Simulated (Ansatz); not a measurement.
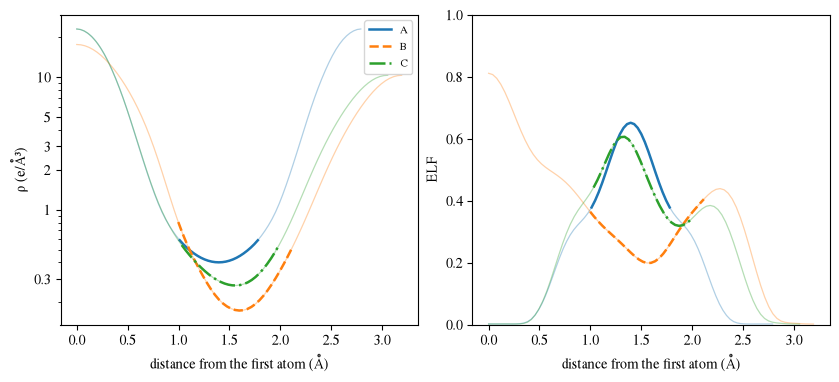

The picture shows: HgSb$_{2}$Pb$_{2}$. Valence electron density and electron localisation function along straight lines between neighbouring atoms. Thin, pale parts lie inside the atomic spheres.

Space group R-3m; a structure from a database of computed crystals, not necessarily the ambient phase; started from the CaGa2As2-166 prototype, which need not be the ambient phase.

The calculation used Ansatz 0.2.0, DFT, PBEsol, plane waves, PAW.

The density is the valence pseudo-density of a PAW calculation; it isn't the true density close to the nuclei.

Input file:

```
crystal:
  lattice:
    - [2.29058126, 1.32246771, 9.56721085]
    - [-2.29058126, 1.32246771, 9.56721085]
    - [0.0, -2.64493541, 9.56721085]
  atoms:
    - { symbol: Hg, position: [0.0, 0.0, 0.0] }
    - { symbol: Sb, position: [0.45131017, 0.45131017, 0.45131017] }
    - { symbol: Sb, position: [0.54868983, 0.54868983, 0.54868983] }
    - { symbol: Pb, position: [0.25628032, 0.25628032, 0.25628032] }
    - { symbol: Pb, position: [0.74371968, 0.74371968, 0.74371968] }
kpoints:
  mp_grid: { grid: [6, 6, 6] }
hamiltonian:
  xc: pbesol
scf:
  occupations: { method: fermi_dirac, width: 0.03 }
relax:
  f_tol: 0.01
  cell: {}
  max_steps: 120
output:
  write_density: true
  write_potential: true
  elf: true
  volumetric_format: npy
```

Command:

```sh
ansatz run input.yaml --threads 2 --pin off --max-ram 2211MiB --backend cpu --events-out ev --progress --plain --runs-dir out
```

Below, planes, directions and counts refer to the conventional cell (a = 4.81 Å, b = 4.81 Å, c = 25.48 Å, α = 90.00°, β = 90.00°, γ = 120.00°).

The fields are those of the run's last geometry, not of the input's.

> Which curve belongs to which contact (Hg–Pb, Sb–Pb and Sb–Sb)? The first atom named is at distance zero.

Curve A: Sb–Sb (2.79 Å): the density is about 0.4 e/Å³ at the midpoint; the ELF peaks at about 0.65 between the atoms. Curve B: Hg–Pb (3.19 Å): ρ is about 0.17 e/Å³ halfway; the ELF is about 0.20 at the midpoint (no shared electron pair shows on this line). Curve C: Sb–Pb (3.06 Å): the density is about 0.27 e/Å³ at the midpoint; the ELF peaks at about 0.60 between the atoms.
